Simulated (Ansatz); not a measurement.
# H₄OSi···H···HSe: what the fields show

```xyz
9

Si   -0.5858   -0.4970    0.3407
H     0.5595   -1.4660   -0.4902
H    -1.5390   -1.5526   -0.0920
H    -0.1122   -0.7696    1.7113
O    -1.4705    0.8056   -0.0851
H     1.0688   -0.7037   -0.3603
Se    1.6476    1.0584    0.1569
H    -1.0087    1.6402    0.0537
H     1.4404    1.4850   -1.2352
```

A transition-state structure; geometry: PBE0-D4/def2-TZVP.

These are results of Ansatz 0.2.0, RKS PBE0-D4/def2-TZVPP, not measurements.

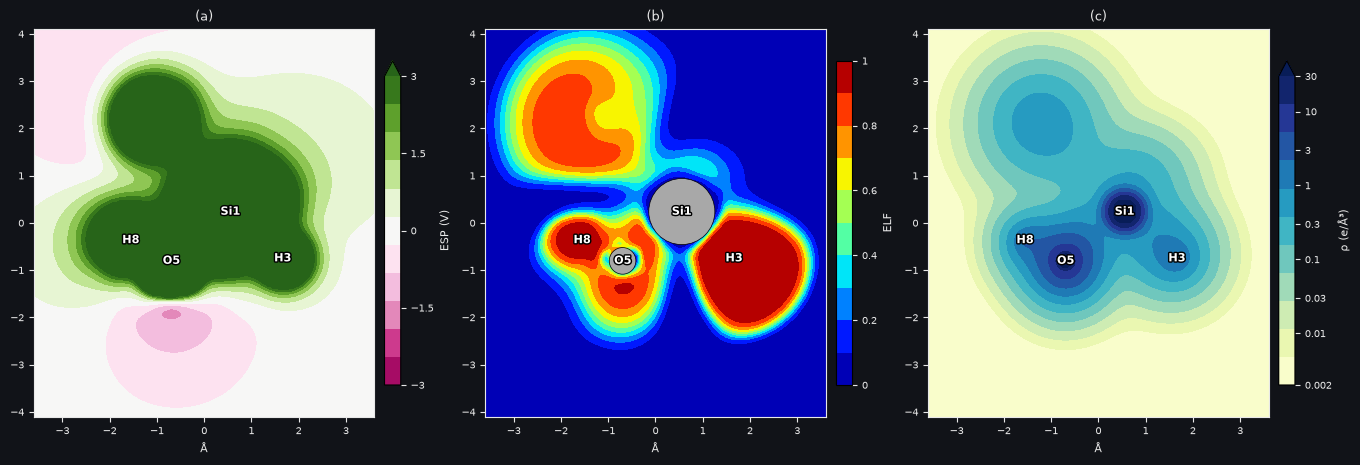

Figure 1. (a) molecular electrostatic potential; (b) ELF; (c) electron density on the plane of atoms Si1, O5 and H8. Grey discs cover the atomic cores in the ELF map.

**What do the fields say about this system?**

- The section cuts through Si, H and O sites.
- Si–O (1.63 Å): ρ at the midpoint is about 1.2 e/Å³; the ELF peaks at about 0.85 between the atoms, as expected for a polar covalent bond.
- O–H (0.96 Å): ρ is about 3.8 e/Å³ halfway; the ELF climbs to about 1 towards the hydrogen, as it does in any bond to H; an ordinary covalent bond to hydrogen.
- Si–H (1.49 Å): ρ is about 0.84 e/Å³ halfway; the ELF climbs to about 1 towards the hydrogen.
- The ELF also peaks beside O5 and Se7, away from the bonds: lone-pair regions.
- Outside the dense part of the complex the potential is most negative (−1.5 V) near O5.

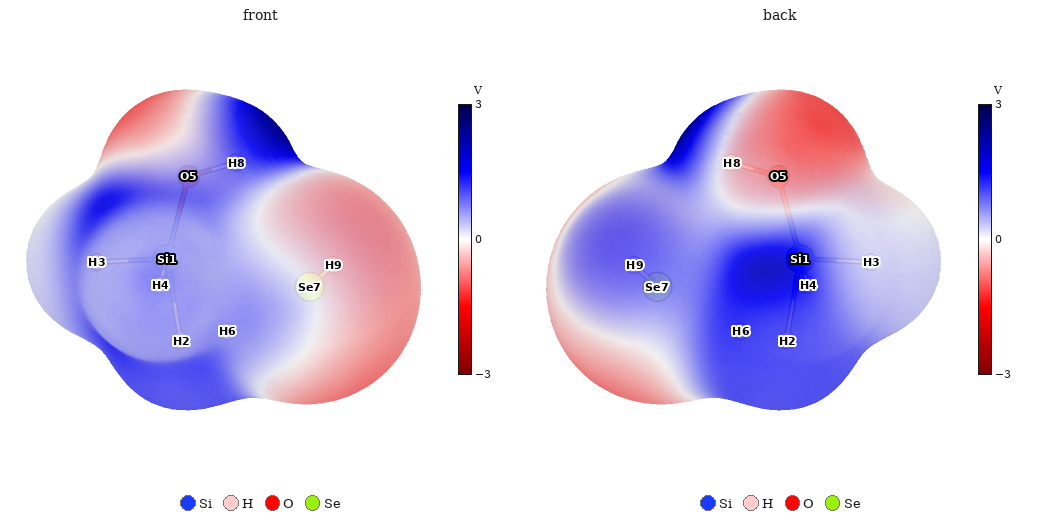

Figure 2. The molecular electrostatic potential painted on the density surface at 0.002 e/bohr³, seen from the front and from behind; the colour scale runs from red (negative) to blue (positive).

**Describe the electrostatic potential map.**

The most negative region (about −1.1 V, or −25 kcal/mol for a unit charge) lies over O5, the most positive (about +2.3 V, or +53 kcal/mol for a unit charge) over H8. O5 is the likeliest acceptor of a hydrogen bond.

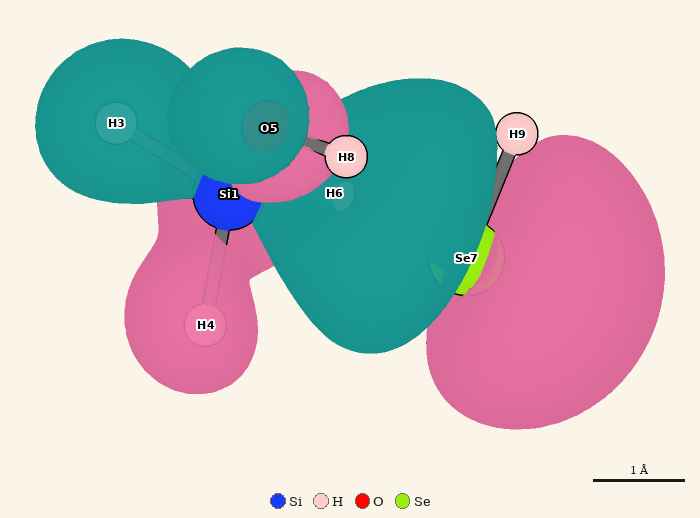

Figure 3. The HOMO−1 at ±0.06 Å⁻³ᐟ² (teal and pink are the two phases), seen from one side.

**What is the character of this orbital?**

It lies mainly on Se7 (about 60 %), Si1 (about 10 %), O5 (about 5 %) and H2 (about 5 %). Its energy is −7.15 eV.
